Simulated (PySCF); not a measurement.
Al2BH5

```xyz
8

Al    0.0869   -1.0976    1.0119
Al    1.7652   -0.4870   -1.4225
B     1.1366    0.5834    0.2694
H     0.7258    1.1085   -0.7818
H    -1.4813   -1.2070    0.7579
H     2.3779    0.5140    0.2081
H     0.7776   -2.0200    2.1108
H     0.7336    1.1488    1.2815
```

Geometry: PBE0-D4/def2-SVP.

Method: Gaussian-basis quantum chemistry of an isolated molecule with PySCF, energy and nuclear gradient, functional PBE0 (PySCF).

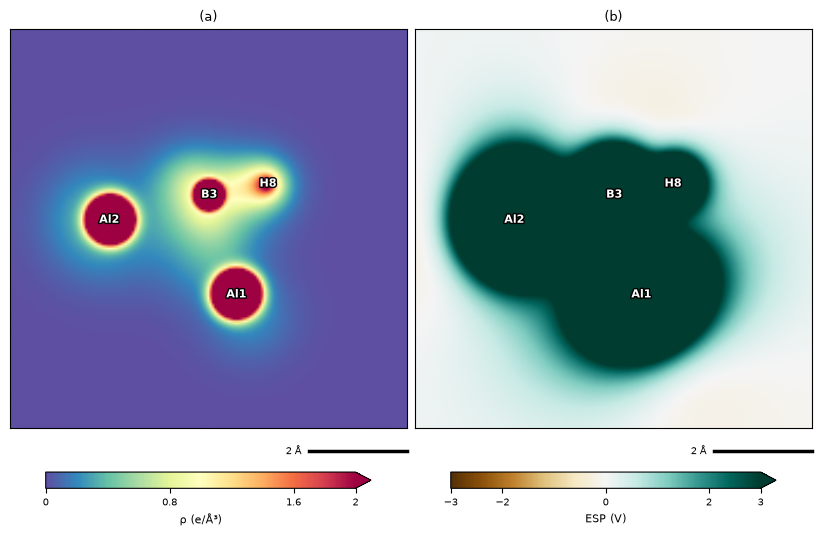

Figure 1. (a) total electron density; (b) electrostatic potential on the plane of atoms Al1, B3 and H8.

Q: Read the bonding off the picture.

A:
- The plane passes through Al, B and H nuclei.
- Al–B (2.10 Å): ρ at the midpoint is about 0.38 e/Å³.
- B–H (1.23 Å): the density is about 1.1 e/Å³ at the midpoint.
- The potential has no marked negative region in this plane.

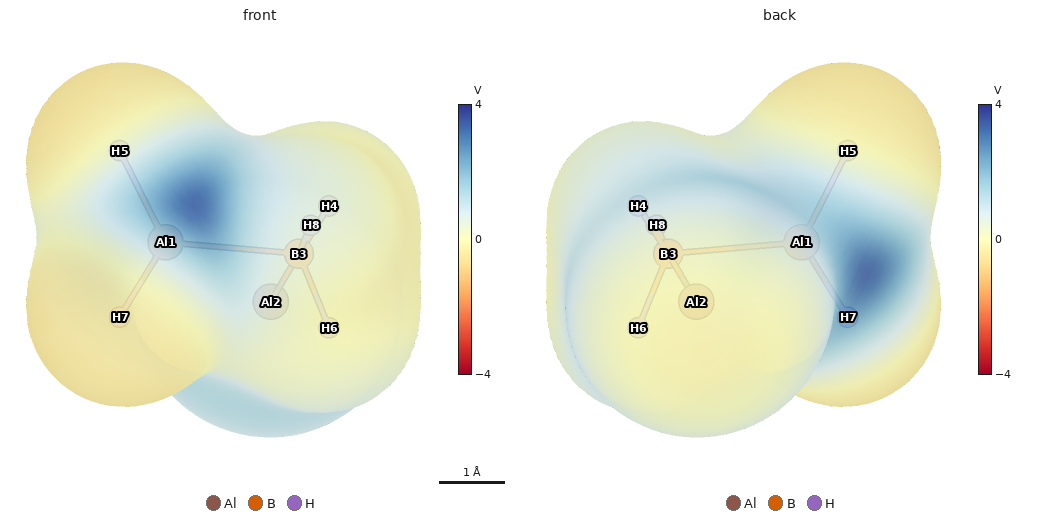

Figure 2. The molecular electrostatic potential painted on the density surface at 0.002 e/bohr³, seen from the front and from behind; red is negative and blue positive.

Q: Where is the surface potential most negative and most positive?

A: The most negative region (about −0.5 V, or −12 kcal/mol for a unit charge) lies over H5 and H7, the most positive (about +3.3 V, or +76 kcal/mol for a unit charge) over Al1.

Q: How polar is the molecule by this calculation?

A: Its dipole moment is 0.58 D.

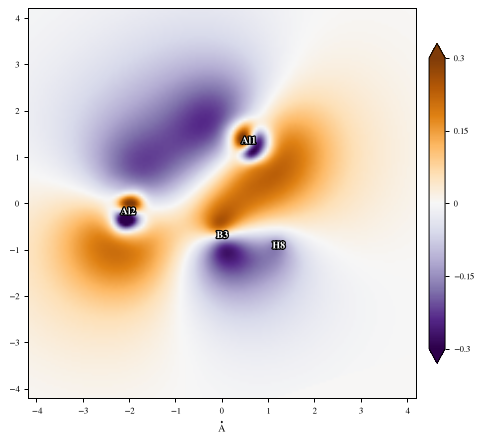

Figure 3. The LUMO on the plane of atoms Al1, B3 and Al2 (values in Å⁻³ᐟ²; the overall sign is arbitrary).

Q: Where does this orbital lie, and at what energy?

A: Its weight (Hirshfeld) is mainly on Al1 (about 40 %), Al2 (about 40 %) and B3 (about 10 %). Its energy is −2.27 eV.
